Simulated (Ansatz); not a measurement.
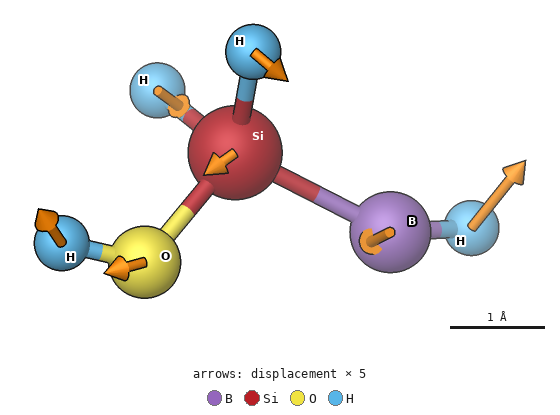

A relaxation of BSiH4O (multiplicity 2). The starting structure is drawn; orange arrows show the displacements, magnified 5 times. The two geometries are superimposed by the best rigid fit.

Style: ball-and-stick. Shown at a tilt.

Theory: UKS PBE0-D4/def2-TZVP in Ansatz 0.2.0.

Input file:
```yaml
crystal:
  periodic: [false, false, false]
  atoms:
    - {symbol: B, position_ang: [-1.448180, -0.426100, -0.789340]}
    - {symbol: Si, position_ang: [0.140330, 0.276480, 0.013170]}
    - {symbol: O, position_ang: [1.010730, -1.014910, 0.543240]}
    - {symbol: H, position_ang: [-2.567250, -0.180990, -0.959980]}
    - {symbol: H, position_ang: [0.955240, 1.038110, -0.962810]}
    - {symbol: H, position_ang: [0.062160, 1.201950, 1.172490]}
    - {symbol: H, position_ang: [1.846960, -0.894540, 0.983220]}
basis:
  gaussian: {orbitals: def2-TZVP}
magnetization: {spin_polarized: true, initial_magnetization: 1}
hamiltonian: {xc: pbe0, dispersion: d4}
relax: {f_tol: 0.005, max_steps: 200}
```

Command:
```bash
ansatz run in.yaml --threads 2 --pin off --events-out ev --progress --plain --max-ram 4352MiB
```

### What happened in the run?

After 11 accepted moves (12 points after the start) the energy has fallen by 13.9 kJ/mol. Largest force component: 1.5 eV/Å at the start, 0.00094 eV/Å at the end. The line search rejected the trial step at point 11 of the run. H4 moves most after the best rigid fit: 0.20 Å. By element the largest moves are H 0.20 Å, B 0.17 Å, O 0.11 Å, Si 0.09 Å. Some distances before and after: B1–Si2 1.913 → 1.966 Å, B1–H4 1.158 → 1.188 Å, Si2–H5 1.482 → 1.495 Å, Si2–H6 1.485 → 1.495 Å. Bond angles that change, for instance: B1–Si2–H6 120.8° → 108.9°, O3–Si2–H6 105.4° → 110.4°, H5–Si2–H6 102.9° → 107.9°. Groups turn about B1–Si2 by about 35°. The run took 44 s on 2 threads of Arm Neoverse V1, with other jobs on the host.
